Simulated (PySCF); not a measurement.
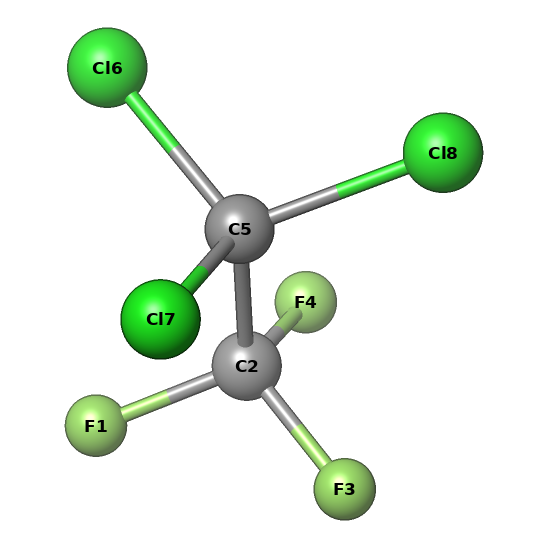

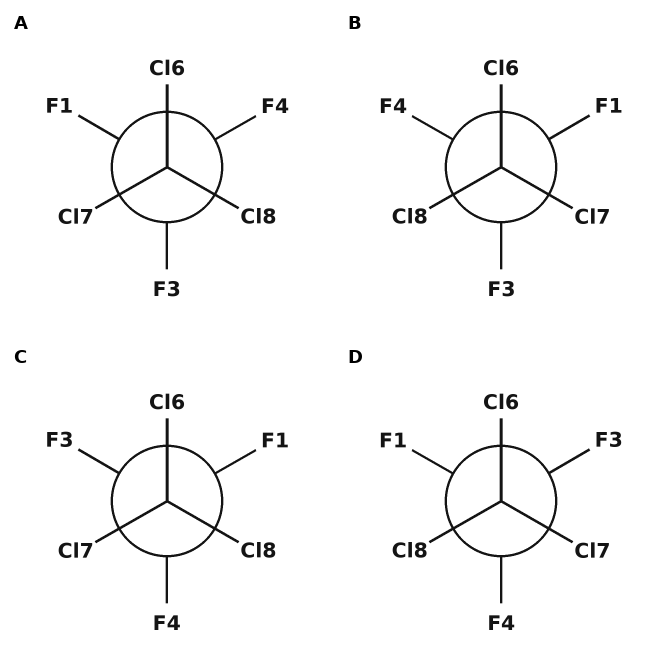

Distant atoms are faded towards the background colour. Bonds that would overlap in a projection are set slightly apart. The computed structure is the end point of a PBE0-D3(BJ)/def2-SVP optimisation. No frequency run is at hand to confirm it as a minimum.

> Which Newman projection shows the view along C5–C2, with C5 in front?

A. The torsion angle Cl6–C5–C2–F1 is −60°, synclinal (gauche).
